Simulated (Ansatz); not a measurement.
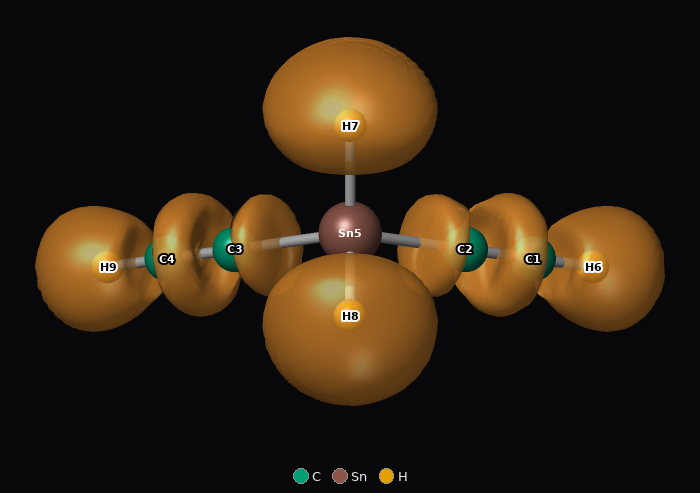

C4H4Sn. Isosurface of the electron localisation function at 0.8 (orange), seen from one side. Only the valence region is drawn (cores and ρ < 0.01 e/Å³ removed).

Geometry: PBE0-D4/def2-SVP; core potentials replace the inner electrons of Sn.

These are results of Ansatz 0.2.0, isolated molecule in a Gaussian basis; Kohn-Sham density functional theory, functional PBE0, not measurements.

```xyz
9

C    -3.1410    1.3718   -0.5505
C    -2.2836    0.8113    0.1062
C     0.9094    0.9697    1.1733
C     1.9352    1.6238    1.1459
Sn   -0.8349   -0.1760    1.2404
H    -3.8955    1.8716   -1.1325
H    -0.5267   -1.7009    0.5448
H    -1.3692   -0.2829    2.8551
H     2.8397    2.2059    1.1184
```

**What do the ELF domains correspond to?**

The ELF exceeds this value in two regions between bonded C–C atoms (shared pairs), four regions around hydrogen nuclei and two lobes of the valence shell of C pointing towards Sn (polar bonds).

Values along the shortest contacts:
C–C (1.22 Å): the ELF peaks at about 0.85 between the atoms: a multiple bond. C–Sn (2.09 Å): the ELF peaks at about 0.95 in the valence shell of C, 0.7 Å from its nucleus, and drops to about 0.20 between the two atoms.
